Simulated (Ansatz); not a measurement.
## Pressure series in TaN

The parent structure is TaN in the rock salt structure (space group Fm-3m, No. 225; a = 4.396 Å).

Cell and atoms are relaxed at each pressure.

Computed with DFT with r2SCAN, PAW potentials and a 500 eV plane-wave cutoff in Ansatz (a program for electronic structure), no SOC.

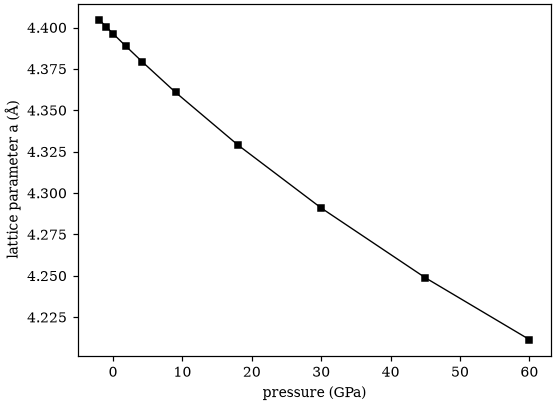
Figure: Lattice parameter a against pressure

Question: From the plot, what is the lattice parameter a for pressure 9 GPa?

Answer: About 4.36 Å.

Question: Is the trend monotonic over the range shown?

Answer: Yes, it falls throughout, spanning 4.211 Å to 4.405 Å.

Load acts through the strain it causes; cell and atoms are relaxed under it. Whether these cells are dynamically stable was not tested. Competing high-pressure phases were not computed. All final runs are without spin polarisation. This is not the structure that TaN has at room temperature and ambient pressure.
